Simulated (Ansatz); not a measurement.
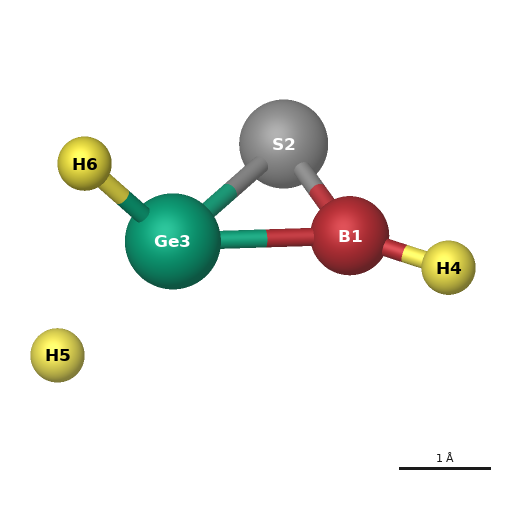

(Drawn from a calculation with Ansatz.)

Geometry: moved along internal coordinates away from the minimum.

Estimate the angles S2–B1–Ge3, S2–B1–H4, Ge3–B1–H4, B1–S2–Ge3, B1–Ge3–S2, B1–Ge3–H6, S2–Ge3–H6.

```json
{"angle": "S2–B1–Ge3", "degrees": "75.8"}
{"angle": "S2–B1–H4", "degrees": "136.6"}
{"angle": "Ge3–B1–H4", "degrees": "147.6"}
{"angle": "B1–S2–Ge3", "degrees": "57.2"}
{"angle": "B1–Ge3–S2", "degrees": "47.0"}
{"angle": "B1–Ge3–H6", "degrees": "135.8"}
{"angle": "S2–Ge3–H6", "degrees": "116.7"}
```
